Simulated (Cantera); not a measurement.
Input: 1 mol SiH4, 0.54 mol HCl, a varied amount of N2, held at 1252 °C and 140000 Pa.

Cantera equilibrium calculation (NASA polynomials, part measured and part estimated; ideal gas, pure solids and liquids). Candidate condensed phases: NH4Cl, Si, Si3N4; 28 gas species. Equilibrium is a limit: real reactors are often held back by kinetics, nucleation or transport.

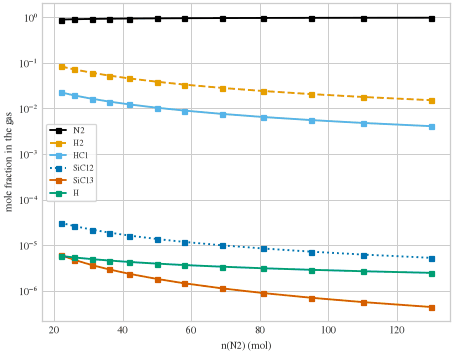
Fig. 1. Equilibrium gas composition (values under 1e-9 drawn at 1e-9)

**Question.** Read off the mole fractions at 130 mol N2.

**Answer.** N2 about 0.98, H2 about 0.015, HCl about 0.0041, SiCl2 about 5.3e-6, H about 2.5e-6, SiCl3 about 4.4e-7.
